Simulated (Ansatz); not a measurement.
Ti: response to strain

The parent structure is Ti in the hcp (Mg type) structure (space group P6_3/mmc, No. 194; relaxed with 0.1 eV smearing).

```
CELL_PARAMETERS angstrom
      2.90164     0.00000     0.00000
     -1.45082     2.51289     0.00000
      0.00000     0.00000     4.59296
ATOMIC_POSITIONS crystal
  Ti 0.66667 0.33333 0.75000
  Ti 0.33333 0.66667 0.25000
```

Cartesian axes are those of the cell as printed.

Strains are applied to the cell and any free atomic positions relax.

Calculations: PBEsol, PAW, 420 eV (Ansatz, a first-principles code; no spin-orbit coupling).

Notes on the quantities. energy relative to the base: free energy F.

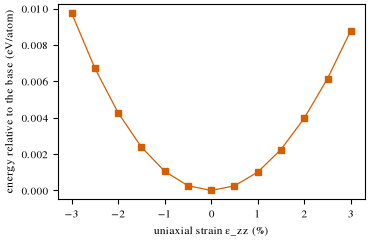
*Energy relative to the base against uniaxial strain ε_zz*

```csv
uniaxial strain ε_zz (%),energy relative to the base
-3,+9.8 meV/atom
-2.5,+6.7 meV/atom
-2,+4.3 meV/atom
-1.5,+2.4 meV/atom
-1,+1.1 meV/atom
-0.5,+0.3 meV/atom
0.5,+0.3 meV/atom
1,+1.0 meV/atom
1.5,+2.3 meV/atom
2,+4.0 meV/atom
2.5,+6.2 meV/atom
3,+8.8 meV/atom
```

Stability against distortions was not tested. All final runs are without spin polarisation.
